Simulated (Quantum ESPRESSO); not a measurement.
# Voltage at the next charge: Zn(0001), 4 layers, one monolayer of F on fcc sites against an electrode

**Set-up.** Quantum ESPRESSO 7.5, PBE, GBRV ultrasoft; ESM with bc3, a metal electrode 6.92 Å above the top atoms; cell area 6.128 Å²; ions fixed. V is the potential energy of an electron at the electrode over the slab's Fermi level, divided by e, so that it equals the work function at zero charge; positive charge removes electrons.

| charge (e a cell) | V (V) |
| --- | --- |
| 0 | 7.140 |
| 0.0092 | 8.955 |
| 0.0184 | 10.771 |

To predict: What is V at a charge of 0.0368 e, and what capacitance do the rows imply?

By hand: The last two rows give dV/dq = (10.771 − 8.955)/(0.0184 − 0.0092) = 197.4 V/e, so C = 1602/(6.128 × 197.4) = 1.32 µF/cm², an effective gap of 8.854/1.32 = 6.68 Å. At constant C, V = 10.771 + 197.4 × 0.0184 = 14.40 V.

What the calculation gave: V = 14.411 V; the estimate misses by −0.01 V, 0.2 % of the step. Over the three intervals C goes 1.33, 1.32 and 1.32 µF/cm².

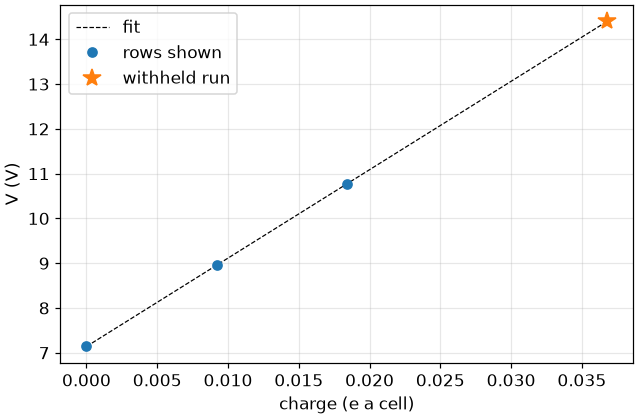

The rows shown, the fit and the withheld run.

Caveats: Vacuum fills the gap; a dielectric or electrolyte would change C. The slab is thin.
